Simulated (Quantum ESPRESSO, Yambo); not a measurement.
# BP (F-43m): G0W0 with Yambo, start to end, part 2 of 2

How does a plane-wave GW calculation on BP (F-43m) run from the first input to the gap?

Quantum ESPRESSO 7.5 and Yambo 5.3.0; PBE and many-body steps on it, plane waves. Known limits of the many-body steps: not at the basis limit; coarse k mesh.

So far. Step 3 (Bands along the symmetry lines): The gap is 1.260 eV, −0.021 eV from the run before at this level. Step 4 (Empty states on the mesh, 4×4×4 mesh, 101 bands): On this mesh the gap is 1.347 eV. The earlier step found 1.281 eV, so this mesh misses an edge.

## Step 5: Conversion and set-up

This step: Yambo 5.3.0; conversion and set-up on PBE, plane waves, norm-conserving pseudopotentials.

The states are converted to the many-body program's format and the q mesh is built.

Launch:

```sh
$ (cd o/x.save; p2y > p2y.log; mv SAVE ../..); yambo > setup.log
```

The log of the run:

```text
 Yambo, version 5.3.0

 [02] CORE Variables Setup
 =========================

  [02.01] Unit cells
  ==================

  Cell kind             :  FCC
  Atoms in the cell     :  B  P
  number of B  atoms    :  1
  number of P  atoms    :  1

  List of atomic masses
  Mass of B     :  10.81000
  Mass of P     :  30.97400

  List of atomic coordinates    : [cc]
  B1       :  0.000000  0.000000  0.000000  order 1
  P1       :  2.143894  2.143894  2.143894  order 2

  Alat factors          :  4.287789  4.287789  4.287789 [a.u.]
  Direct lattice volume :  157.6631 [a.u.]
  Direct lattice vectors:  A[ 1 ]  A[ 2 ]  A[ 3 ]
   A[ 1 ]:  0.000000  1.000000  1.000000  [iru]
   0.000000  4.287789  4.287789  [cc]
   A[ 2 ]:  1.000000  0.000000  1.000000  [iru]
   4.287789  0.000000  4.287789  [cc]
   A[ 3 ]:  1.000000  1.000000  0.000000  [iru]
   4.287789  4.287789  0.000000  [cc]

  Recip. lattice volume :  1.573293 [a.u.]
  Recip. lattice vectors:  B[ 1 ]  B[ 2 ]  B[ 3 ]
   B[ 1 ]: -0.500000  0.500000  0.500000  [iku]
  -0.732684  0.732684  0.732684  [cc]
   B[ 2 ]:  0.500000 -0.500000  0.500000  [iku]
   0.732684 -0.732684  0.732684  [cc]
   B[ 3 ]:  0.500000  0.500000 -0.500000  [iku]
   0.732684  0.732684 -0.732684  [cc]

  [02.02] Symmetries
  ==================

  Inversion symmetry    : yes
  Spatial inversion     : no
  Inversion index       :  25
  K-space Time-reversal : yes
  Magnetic symmetries   : no
  Time-reversal derived K-space symmetries:   25   48
  Group table correct   : yes
  Symmetries units      :  [cc]

   [S  1]:   1.0000     -0.18269E-17 -0.18269E-17 -0.18269E-17   1.0000      0.18269E-17  0.18269E-17  0.18269E-17   1.0000
   [S  2]:  -1.0000      0.18269E-17 -0.18269E-17  0.18269E-17  -1.0000      0.18269E-17 -0.18269E-17 -0.18269E-17   1.0000
   [S  3]:  -1.0000     -0.18269E-17  0.18269E-17  0.18269E-17   1.0000     -0.18269E-17 -0.18269E-17  0.18269E-17  -1.0000
[...]
[S  9]: -0.18269E-17   1.0000     -0.18269E-17  0.18269E-17 -0.18269E-17   1.0000       1.0000      0.18269E-17  0.18269E-17
   [S 10]: -0.18269E-17  -1.0000      0.18269E-17  0.18269E-17  0.18269E-17  -1.0000       1.0000     -0.18269E-17 -0.18269E-17
     [... 36 further rows ...]
   [S*47]:   1.0000     -0.18269E-17  0.18269E-17 -0.18269E-17  0.18269E-17  -1.0000      0.18269E-17   1.0000     -0.18269E-17
   [S*48]:   1.0000      0.18269E-17 -0.18269E-17 -0.18269E-17 -0.18269E-17   1.0000      0.18269E-17  -1.0000      0.18269E-17

  [02.03] Reciprocal space
  ========================

  nG shells         :  170
  nG charge         :  11935
  nG WFs            :  1909
  nC WFs            :  1524
  G-vecs. in first 17 shells:  [ Number ]
     1    9   15   27   51   59   65   89  113
    137   169   181   229   259   283   307   331
  ...
  Shell energy in first 17 shells:  [ mHa ]
[...]
K_min[ 3 ] : -0.25000     -0.10617E-17  0.34636E-17 [rlu]
  Grid dimensions      :   4   4   4
  K lattice UC volume  :  0.024583 [a.u.]

  IBZ K-points                                      :   8
  BZ  K-points                                      :   64

  K/Q-points units:
  rlu = crystal or reduced units; cc = cartesian coordinates; iku = interal k-units

  K [1]          [rlu]:  0.000000  0.000000  0.000000
         WF components:  1459
  K [2]          [rlu]: -0.98763E-17  0.40015E-17  0.25000
         WF components:  1477
  K [3]          [rlu]:  0.19753E-16 -0.80030E-17 -0.50000
         WF components:  1476
  K [4]          [rlu]: -0.90507E-17  0.25000      0.25000
         WF components:  1491
  K [5]          [rlu]: -0.15756E-16  0.25000     -0.50000
         WF components:  1491
  [... 2 further k-points ...]
  K [8]          [rlu]:  0.250000 -0.500000 -0.250000
         WF components:  1480

  [02.05] Energies & Occupations
  ==============================

  [X] === General ===
  [X] Electronic Temperature                        :  0.000000  0.000000 [eV K]
  [X] Bosonic    Temperature                        :  0.000000  0.000000 [eV K]
  [X] Finite Temperature mode                       : no
  [X] El. density                                   :  0.34242E+24 [cm-3]
  [X] Fermi Level                                   :  9.241273 [eV]

  [X] === Gaps and Widths ===
  [X] Conduction Band Min                           :  1.347324 [eV]
  [X] Valence Band Max                              :  0.000000 [eV]
  [X] Filled Bands                                  :   4
  [X] Empty Bands                                   :    5  101
  [X] Direct Gap                                    :  3.406803 [eV]
  [X] Direct Gap localized at k                     :  1
  [X] Indirect Gap                                  :  1.347324 [eV]
  [X] Indirect Gap between kpts                     :   1   7
  [X] Last valence band width                       :  5.466754 [eV]
  [X] 1st conduction band width                     :  3.986001 [eV]

  E @ K [1]:  [eV]
   -15.459     -0.11693E-09 -0.37342E-10   0.0000       3.4068       3.4068       3.4068       7.3579
  occ @ K [1]
[...]
E @ K [2]:  [eV]
[...]
occ @ K [2]
[...]
E @ K [3]:  [eV]
[...]
occ @ K [3]
[...]
E @ K [4]:  [eV]
[...]
occ @ K [4]
[...]
E @ K [5]:  [eV]
[...]
occ @ K [5]
[...]
[... 2 further k-points ...]
  E @ K [8]:  [eV]
  -10.33326  -8.05264  -5.66965  -5.46675   5.33332   6.77210   7.23369   7.44884
  occ @ K [8]
   2.000000  2.000000  2.000000  2.000000  0.000000  0.000000  0.000000  0.000000

 [03] Transferred momenta grid and indexing
 ==========================================

 IBZ Q-points                                      :   8
 BZ  Q-points                                      :   64

 K/Q-points units:
 rlu = crystal or reduced units; cc = cartesian coordinates; iku = interal k-units

 Q [1]          [rlu]:  0.000000  0.000000  0.000000
 Q [2]          [rlu]: -0.10617E-17 -0.10617E-17  0.25000
 Q [3]          [rlu]:  0.21235E-17  0.21235E-17 -0.50000
[...]
Q [7]          [rlu]:  0.18101E-16 -0.50000     -0.50000
 Q [8]          [rlu]:  0.250000 -0.500000 -0.250000

  [03.01] X indexes
  =================

   [03.01.01] Sigma indexes
   ========================

 [06] Game Over & Game summary
```

The job ended after 2 s (1 MPI rank of Arm Neoverse V1, shared host; peak memory 0.23 GiB).

## Step 6: Screening and self-energy, 4×4×4 mesh, 101 bands, screening to 210.9 eV

G0W0 replaces the xc potential by the self-energy, built once from these orbitals. Only a window of levels is corrected, while the sums run over the empty bands that the input names.

This step: G0W0 on PBE, plane waves, norm-conserving pseudopotentials.

File gw1.in:

```
HF_and_locXC
gw0
dyson
ppa
em1d
rim_cut
RandQpts= 1000000
RandGvec= 1 RL
EXXRLvcs= 68 Ry
VXCRLvcs= 272 Ry
Chimod= "HARTREE"
% BndsRnXp
 1 | 101 |
%
NGsBlkXp= 15.5 Ry
% LongDrXp
 1 | 1 | 1 |
%
% GbndRnge
 1 | 101 |
%
DysSolver= "n"
ExtendOut
PPAPntXp= 27.21138 eV
% QPkrange
 1 | 8 | 1 | 8 |
%
```

Launch:

```sh
$ OMP_NUM_THREADS=1 mpirun -n 4 yambo -F gw1.in -J gw1 -C gw1 > gw1.log
```

The log of the run:

```text
 Yambo, version 5.3.0

 [02] CORE Variables Setup
 =========================

  [... cell, symmetries and grids as in the set-up ...]

  [02.05] Energies & Occupations
  ==============================

  [X] === General ===
  [X] Electronic Temperature                        :  0.000000  0.000000 [eV K]
  [X] Bosonic    Temperature                        :  0.000000  0.000000 [eV K]
  [X] Finite Temperature mode                       : no
  [X] El. density                                   :  0.34242E+24 [cm-3]
  [X] Fermi Level                                   :  9.241273 [eV]

  [X] === Gaps and Widths ===
  [X] Conduction Band Min                           :  1.347324 [eV]
  [X] Valence Band Max                              :  0.000000 [eV]
  [X] Filled Bands                                  :   4
  [X] Empty Bands                                   :    5  101
  [X] Direct Gap                                    :  3.406803 [eV]
  [X] Direct Gap localized at k                     :  1
  [X] Indirect Gap                                  :  1.347324 [eV]
  [X] Indirect Gap between kpts                     :   1   7
  [X] Last valence band width                       :  5.466754 [eV]
  [X] 1st conduction band width                     :  3.986001 [eV]

 [03] Transferred momenta grid and indexing
 ==========================================

 IBZ Q-points                                      :   8
 BZ  Q-points                                      :   64

 K/Q-points units:
 rlu = crystal or reduced units; cc = cartesian coordinates; iku = interal k-units

 Q [1]          [rlu]:  0.000000  0.000000  0.000000
 Q [2]          [rlu]: -0.10617E-17 -0.10617E-17  0.25000
 Q [3]          [rlu]:  0.21235E-17  0.21235E-17 -0.50000
 Q [4]          [rlu]: -0.90507E-17  0.25000      0.25000
 Q [5]          [rlu]:  0.10377E-16  0.25000      0.50000
 Q [6]          [rlu]:  0.21235E-17  0.25000     -0.25000
 Q [7]          [rlu]:  0.18101E-16 -0.50000     -0.50000
 Q [8]          [rlu]:  0.250000 -0.500000 -0.250000

 [04] Coloumb potential Random Integration (RIM)
 ===============================================

  [04.01] RIM initialization
  ==========================

  * Diagonal components only detected *

  8 x (sBL volume)        :  0.196662 [a.u.]
  sBZ random points       :  1000000
  Points outside the sBZ  :   7987327
  RL volume               :  1.573293 [a.u.]
  Integrated volume       :  1.575789 [a.u.]

  [04.02] RIM integrals
  =====================

  Gamma point sphere radius             :  0.105485 [a.u.]
  Points outside the sphere             :   799513
  [Int_sBZ(q=0) 1/q^2]*(Vol_sBZ)^(-1/3) =:  7.764325
                                 should be <:  7.795600

  Summary of Coulomb integrals for non-metallic bands |Q|[au] RIM/Bare

  Q [1] 0.100000E-4 0.995988 * Q [2] 0.317261 1.066317
  Q [4] 0.366342 1.065091 * Q [6] 0.518086 1.027759
  Q [5] 0.607509 1.020584 * Q [3] 0.634523 1.018268
  Q [7] 0.732684 1.014689 * Q [8] 0.819165 1.011648

 [05] Dipoles
 ============

  [05.01] Setup: observables and procedures
  =========================================

 [06] Dynamic Dielectric Matrix (PPA)
 ====================================

 [WR./gw1//ndb.pp]---------------------------------------------------------------
  Brillouin Zone Q/K grids (IBZ/BZ)                :    8   64    8   64
  RL vectors                                       :  1917 [WF]
  Coulomb cutoff potential                         : none
  Electronic Temperature                           :  0.000000 [K]
  Bosonic    Temperature                           :  0.000000 [K]
  PPA    diel. fun.  energies                      : Perdew, Burke & Ernzerhof(X)+Perdew, Burke & Ernzerhof(C)
  wavefunctions                                    : Perdew, Burke & Ernzerhof(X)+Perdew, Burke & Ernzerhof(C)
  Global Gauge                                     : length
  X matrix size                                    :  181
  X band range                                     :    1  101
  X e/h energy range                               : -1.000000 -1.000000 [eV]
  X Time ordering                                  : R
  X Hxc Kernel                                     : HARTREE
  X Drude frequency                                :  0.000000  0.000000
  X poles                                          :  100.0000 [o/o]
  RL vectors in the sum                            :  1917
  [r,Vnl] included                                 : yes
  Field direction                                  :  0.577350E-5  0.577350E-5  0.577350E-5
  BZ energy Double Grid                            : no
  BZ energy DbGd points                            : 0
  BZ Q point size factor                           : -1.000000
  X Optical Averaged directions                    : none

 [07] Local Exchange-Correlation + Non-Local Fock
 ================================================

 [VXC] Plane waves :  11935
 [EXS] Plane waves :  1471

 QP @ state[ 1 ] K range:   1   8
 QP @ state[ 1 ] b range:   1   8

 [xc] Functional : Perdew, Burke & Ernzerhof(X)+Perdew, Burke & Ernzerhof(C)
 [xc] LIBXC used to calculate xc functional
  PP Number of Atomic Species                      :  2
  NLCC RL compoments                               :  11935
  PP Number of Atomic Species                      :  2
  NLCC RL compoments                               :  11935

 [xc] E_xc :  -2.825902 [Ha]
      E_xc :  -5.651803 [Ry]

  Local XC kind (lXC) : Perdew, Burke & Ernzerhof(X)+Perdew, Burke & Ernzerhof(C)
  Non-Local XC kind (nlXC) : Hartree-Fock

  Corrections @ K [1] :  [eV]
 <1|nlXC|1> = -20.44689  0.39189E-16 <1|lXC|1> = -12.11671  0.18882E-15
 <2|nlXC|2> = -15.11572  0.21796E-16 <2|lXC|2> = -13.31497 -0.56641E-15
 <3|nlXC|3> = -15.11595 -0.22475E-16 <3|lXC|3> = -13.31497  0.18882E-15
 <4|nlXC|4> = -15.11596 -0.83148E-17 <4|lXC|4> = -13.31497 -0.94423E-16
 <5|nlXC|5> = -7.139172 -0.35472E-17 <5|lXC|5> = -12.02100 -0.94465E-16
 <6|nlXC|6> = -7.139667  0.13503E-17 <6|lXC|6> = -12.02100 -0.18882E-15
 <7|nlXC|7> = -7.139588  0.10158E-16 <7|lXC|7> = -12.02100  0.15714E-20
 <8|nlXC|8> = -6.199994  0.14216E-17 <8|lXC|8> = -12.71536  0.18870E-15

  Corrections @ K [2] :  [eV]
 <1|nlXC|1> = -20.11815 -0.64706E-17 <1|lXC|1> = -12.21581 -0.24217E-19
 <2|nlXC|2> = -16.07356 -0.27681E-17 <2|lXC|2> = -12.43881 -0.14161E-15
[...]
Corrections @ K [3] :  [eV]
[...]
Corrections @ K [4] :  [eV]
[...]
Corrections @ K [5] :  [eV]
[...]
[... 2 further k-points ...]
  Corrections @ K [8] :  [eV]
[...]
<4|nlXC|4> = -15.45790  0.71902E-17 <4|lXC|4> = -11.81239  0.23603E-16
 <5|nlXC|5> = -6.016195 -0.57677E-18 <5|lXC|5> = -11.42129 -0.93322E-19
 <6|nlXC|6> = -5.715581 -0.52538E-17 <6|lXC|6> = -11.08265 -0.18881E-15
 <7|nlXC|7> = -5.800497  0.33304E-17 <7|lXC|7> = -12.24407 -0.19036E-19
 <8|nlXC|8> = -5.718506  0.37052E-18 <8|lXC|8> = -12.07460 -0.47186E-16

  [07.01] Hartree-Fock occupations report
  =======================================

  [Hartree-Fock] === General ===
  [Hartree-Fock] Electronic Temperature             :  0.000000  0.000000 [eV K]
  [Hartree-Fock] Bosonic    Temperature             :  0.000000  0.000000 [eV K]
  [Hartree-Fock] Finite Temperature mode            : no
  [Hartree-Fock] El. density                        :  0.34242E+24 [cm-3]
  [Hartree-Fock] Fermi Level                        :  9.241273 [eV]

  [Hartree-Fock] === Gaps and Widths ===
  [Hartree-Fock] Conduction Band Min                :  5.744359 [eV]
  [Hartree-Fock] Valence Band Max                   : -1.800984 [eV]
  [Hartree-Fock] Filled Bands                       :   4
  [Hartree-Fock] Empty Bands                        :    5  101
  [Hartree-Fock] Direct Gap                         :  10.08962 [eV]
  [Hartree-Fock] Direct Gap localized at k          :  1
  [Hartree-Fock] Indirect Gap                       :  7.545343 [eV]
  [Hartree-Fock] Indirect Gap between kpts          :   1   7
  [Hartree-Fock] Last valence band width            :  7.311274 [eV]
  [Hartree-Fock] 1st conduction band width          :  4.994057 [eV]

 [08] Dyson equation: Newton solver
 ==================================

  [08.01] G0W0 (W PPA)
  ====================

  [  GW  ] Bands range     :    1  101
  [GW/PPA] G damping       :  0.100000 [eV]

  QP @ state[ 1 ] K range:   1   8
  QP @ state[ 1 ] b range:   1   8

   Sc/G bands                                       :    1  101
   Sc/G damping                                     :  0.100000 ev
   Sc bands terminator                              : no
   Sx RL components                                 :  1471

   QP @ state[ 1 ] K range                          :   1   8
   QP @ state[ 1 ] b range                          :   1   8
   GF energies kind                                 : Perdew, Burke & Ernzerhof(X)+Perdew, Burke & Ernzerhof(C)
   GF WF`s kind                                     : Perdew, Burke & Ernzerhof(X)+Perdew, Burke & Ernzerhof(C)
   Xs energies kind                                 : Perdew, Burke & Ernzerhof(X)+Perdew, Burke & Ernzerhof(C)
   Xs WF`s kind                                     : Perdew, Burke & Ernzerhof(X)+Perdew, Burke & Ernzerhof(C)

 [11] Game Over & Game summary
```

The job ended after 2.3 min (4 MPI ranks; peak memory 1.2 GiB; 9.2 min of CPU time).

This step gave:

| Quantity | Value |
| --- | --- |
| G0W0 gap on the mesh | 2.046 eV |
| starting gap on the mesh | 1.347 eV |
| k of the valence top | 0, 0, 0 |
| k of the conduction bottom | 0, -0.5, -0.5 |
| least direct G0W0 gap on the computed points | 4.275 eV |
| Z at the valence top | 0.7971 |
| Z at the conduction bottom | 0.8098 |

The gap on the mesh goes from 1.35 eV to 2.05 eV, a correction of +0.70 eV. The start differs from the 1.28 eV found before because the two sample other k points.

Limits: finite bands, cutoff and mesh; coarse k mesh. v1 is the top filled band, c1 the lowest empty one. Levels before and after the correction, in eV, zero at the valence-band top of each column:

|  | conduction bottom | valence top |
| --- | --- | --- |
| Kohn-Sham | 1.35 | 0.00 |
| G0W0 | 2.05 | 0.00 |

|  | level | energy (eV) |
| --- | --- | --- |
| Kohn-Sham | Γ v3-v1 | 0.000 |
| Kohn-Sham | Γ c1-c3 | 3.407 |
| Kohn-Sham | (0 -0.5 -0.5) v3 | -8.578 |
| Kohn-Sham | (0 -0.5 -0.5) v2-v1 | -4.114 |
| Kohn-Sham | (0 -0.5 -0.5) c1 | 1.347 |
| Kohn-Sham | (0 -0.5 -0.5) c2 | 1.667 |
| Kohn-Sham | (0 -0.5 -0.5) c3 | 12.066 |
| G0W0 | Γ v3-v1 | 0.000 |
| G0W0 | Γ c1-c3 | 4.275 |
| G0W0 | (0 -0.5 -0.5) v3 | -8.939 |
| G0W0 | (0 -0.5 -0.5) v2-v1 | -4.302 |
| G0W0 | (0 -0.5 -0.5) c1 | 2.046 |
| G0W0 | (0 -0.5 -0.5) c2 | 2.419 |
| G0W0 | (0 -0.5 -0.5) c3 | 13.046 |

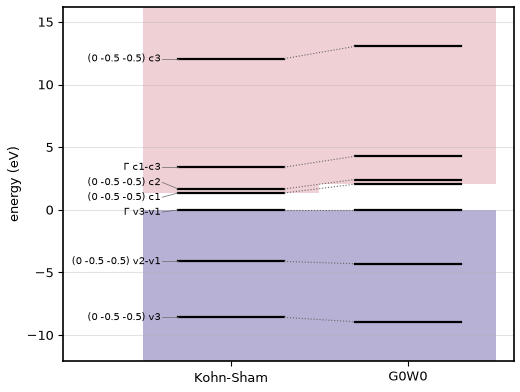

Levels before and after the correction. Shaded: valence and conduction bands.

## Step 7: Where the time went

Times are wall times on the hardware named with each run, good to a factor of about two.

| step | time | share | memory (GiB) |
| --- | --- | --- | --- |
| ground state | 2.2 s | 1 % | 0.19 |
| bands along the symmetry lines | 1.8 s | 1 % | 0.05 |
| empty states on the mesh | 2.7 s | 2 % | 0.23 |
| conversion and set-up | 2 s | 1 % | 0.23 |
| screening and self-energy | 2.3 min | 94 % | 1.2 |

## Step 8: Summary of results

```yaml
pbe_gap: 1.26 eV, indirect
g0w0_gap_on_the_mesh: 2.05 eV
g0w0_gap_over_the_zone_rigid_shift: 1.96 eV
gw_settings: 4×4×4 mesh, 101 bands, screening to 210.9 eV, Godby-Needs plasmon pole
known_limits: not at the basis limit; coarse k mesh
```

What this shows: G0W0 moves the gap on the mesh from 1.35 eV to 2.05 eV (+0.70 eV), with Z of 0.80 and 0.81 at the edges. The mesh misses the band edges by 0.09 eV in all; a rigid shift gives 1.96 eV for the zone. The dearest step here is «screening and self-energy». Bands and cutoff are finite, so the gap is not at the basis limit. The miss can reach some tenths of an eV and take either sign; the mesh is an error of its own. A denser mesh or path gives a starting gap of 1.26 eV: the GW mesh misses a band edge, so its gaps are not the fundamental one. The 4×4×4 mesh is coarse for this cell, which bears on the long-range parts of exchange and screening.

[Paths, hosts, dates, memory and timing lines, banners, echoed tables and standing remarks are left out of the program output.]

[Logs are printed without paths, hosts, clocks, repeated set-up lines and the standing remarks that a program may print on its own settings, such as how far it seeks lower states.]

[Runs of the session that timed out or met a known fault of the program may be left out.]

[Hosts, paths, dates, database ids (printed as entryN), source tags and the programs' standing remarks are cut or masked in the printed files.]
